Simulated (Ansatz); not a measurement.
A series of calculations on C₂H₃BFO

**1. Relaxation**

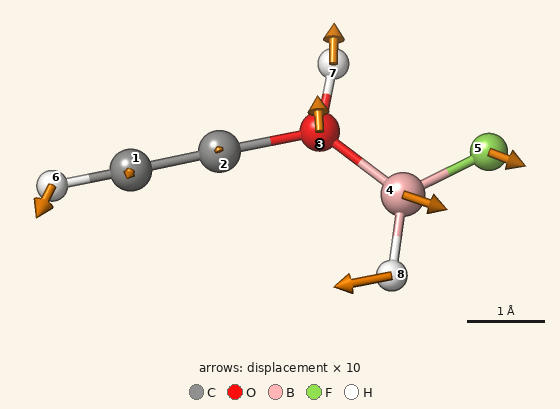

A relaxation of C2H3BFO (charge +1). The starting structure is drawn; orange arrows show the displacements, 10 times their true length. The two geometries are superimposed by the best rigid fit.

The picture is a ball-and-stick view, seen at a tilt.

The run prepares an end point of a later path (torsion) calculation, from a guessed geometry.

Level of theory: RKS B3LYP/def2-SVP (Ansatz 0.2.0).

The input:
```yaml
crystal:
  periodic: [false, false, false]
  atoms:
    - { symbol: C, position_ang: [-0.53501, 2.04642, 0.08176] }
    - { symbol: C, position_ang: [-0.03317, 0.96443, 0.12769] }
    - { symbol: O, position_ang: [0.51814, -0.26308, 0.17364] }
    - { symbol: B, position_ang: [-0.04445, -1.47972, -0.2361] }
    - { symbol: F, position_ang: [0.75485, -2.4689, -0.05236] }
    - { symbol: H, position_ang: [-0.96914, 3.0083, 0.04524] }
    - { symbol: H, position_ang: [1.42671, -0.2679, 0.54615] }
    - { symbol: H, position_ang: [-1.11793, -1.53955, -0.68604] }
total_charge: 1
basis:
  gaussian: { orbitals: def2-SVP }
hamiltonian:
  xc: b3lyp
relax:
  f_tol: 0.015
  max_steps: 40
output:
  orbitals: {}
```

Command:
```bash
ansatz run input.yaml --threads 1 --pin off --max-ram 2048MiB --backend cpu --events-out ev --progress --plain --runs-dir out
```

> What did the optimiser do to the structure, and how much energy did it gain?

H8 moves most after the best rigid fit: 0.079 Å. By element the largest moves are H 0.079 Å, B 0.063 Å, F 0.053 Å, O 0.052 Å, C 0.014 Å. Among the contacts that change: O3–B4 1.402 → 1.496 Å, C1–H6 1.056 → 1.080 Å, B4–H8 1.165 → 1.187 Å, C2–O3 1.346 → 1.357 Å. Among the angles between lasting bonds that change: F5–B4–H8 126.1° → 132.9°, O3–B4–H8 121.8° → 115.9°, C2–O3–B4 128.1° → 125.6°. The energy falls by 3.31 kcal/mol in 6 geometry steps. The largest force component goes from 2.2 to 0.0034 eV/Å.

**2. Relaxation**

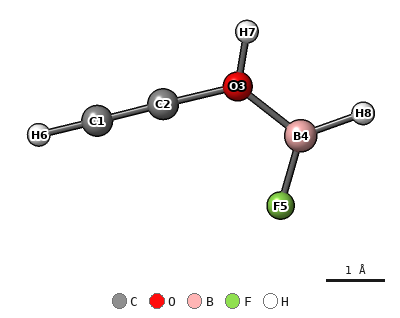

This is the input geometry for a relaxation of C$_{2}$H$_{3}$BFO (charge +1). The picture is a ball-and-stick view, seen face on.

The run prepares an end point of a later path (torsion) calculation, from a guessed geometry.

These are results of RKS B3LYP/def2-SVP in Ansatz 0.2.0, not measurements.

The input:
```yaml
crystal:
  periodic: [false, false, false]
  atoms:
    - { symbol: C, position_ang: [-0.53501, 2.04642, 0.08176] }
    - { symbol: C, position_ang: [-0.03317, 0.96443, 0.12769] }
    - { symbol: O, position_ang: [0.51814, -0.26308, 0.17364] }
    - { symbol: B, position_ang: [-0.04445, -1.47972, -0.2361] }
    - { symbol: F, position_ang: [-1.23235, -1.33092, -0.70286] }
    - { symbol: H, position_ang: [-0.96914, 3.0083, 0.04524] }
    - { symbol: H, position_ang: [1.42671, -0.2679, 0.54615] }
    - { symbol: H, position_ang: [0.53587, -2.48639, -0.14533] }
total_charge: 1
basis:
  gaussian: { orbitals: def2-SVP }
hamiltonian:
  xc: b3lyp
relax:
  f_tol: 0.015
  max_steps: 40
output:
  orbitals: {}
```

Run as
```bash
ansatz run input.yaml --threads 1 --pin off --max-ram 2048MiB --backend cpu --events-out ev --progress --plain --runs-dir out
```

Q: Where does the relaxation end?

A: B4 moves most after the best rigid fit: 0.080 Å. Largest moves by element: B 0.080 Å, F 0.061 Å, H 0.054 Å, C 0.029 Å, O 0.025 Å. Some distances before and after: O3–B4 1.402 → 1.499 Å, C1–H6 1.056 → 1.080 Å, B4–H8 1.166 → 1.188 Å, B4–F5 1.285 → 1.272 Å. Bond angles that change, for instance: O3–B4–H8 121.8° → 114.4°, F5–B4–H8 126.1° → 132.5°. The energy falls by 15.7 kJ/mol in 5 geometry steps. The largest force component goes from 2 to 0.0086 eV/Å. The run took 23 s on 1 thread of Arm Neoverse V1, on a shared host, peak memory 0.16 GiB.

Final geometry:

```xyz
8

C    -0.5295    2.0745    0.0878
C    -0.0271    0.9846    0.1334
O     0.5370   -0.2504    0.1833
B    -0.0978   -1.5314   -0.2657
F    -1.2730   -1.3714   -0.7249
H    -0.9799    3.0552    0.0475
H     1.4505   -0.2769    0.5551
H     0.5862   -2.4930   -0.1263
```

After the run, drawn alike:

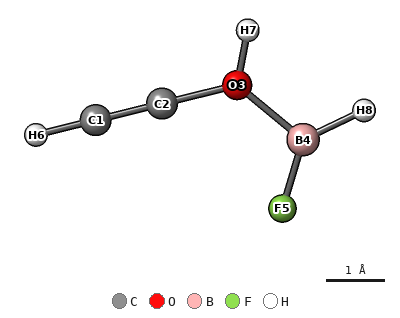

**3. Path**

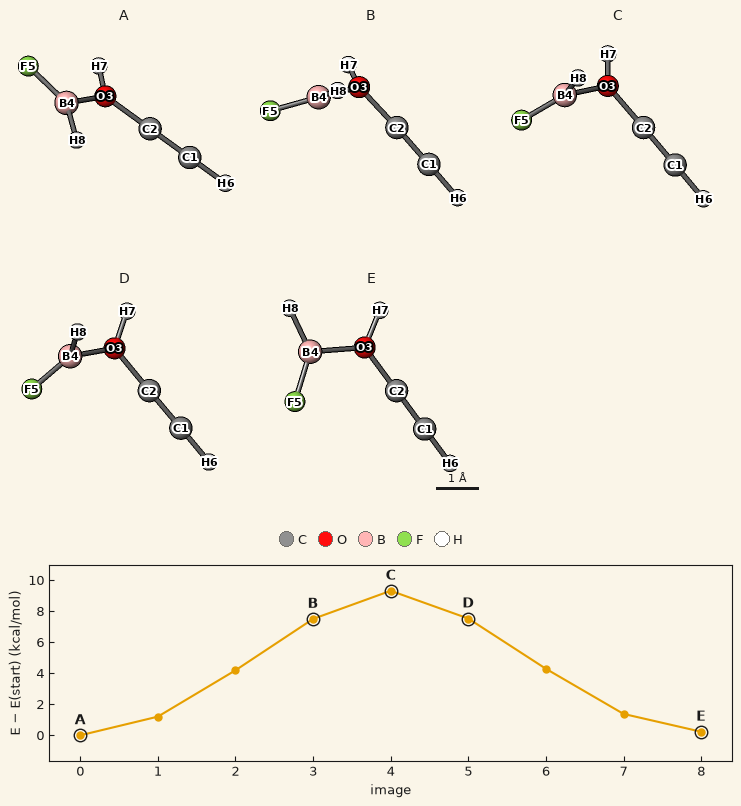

A search for the minimum-energy path of C₂H₃BFO (charge +1) by the nudged elastic band. Images are numbered from 0 (start) to 8 (end). Frames A to E are images 0, 3, 4, 5, 8. Style: ball-and-stick. Shown from a free direction.

Theory: RKS B3LYP/def2-SVP in Ansatz 0.2.0. Run with 7 movable images; climbing image; force threshold 0.05 eV/Å; iteration limit 48; starting path by image-dependent pair potential.

Describe the mechanism and the energy profile.

Answer. The highest point, image 4, lies 9.3 kcal/mol above the start and 9.1 kcal/mol above the end; the end is at +0.2 kcal/mol relative to the start. The motion is a rotation about the O3–B4 bond by about 180°, with a turn of about 175° about C2–O3. No bond forms or breaks between the ends. Among the angles between lasting bonds that change up to the highest image: C2–O3–B4 125.6° → 118.6°, B4–O3–H7 119.1° → 124.4°. The band converged in 8 iterations. The largest component of the band force went from 0.9 to 0.035 eV/Å. The climbing image converged on the top of the path. Its vibrational analysis gives 2 imaginary modes over 30i cm⁻¹, so it isn't confirmed as a transition state.

Cost: 2.9 min on 1 thread of Arm Neoverse V1 (shared host), peak memory 0.16 GiB.
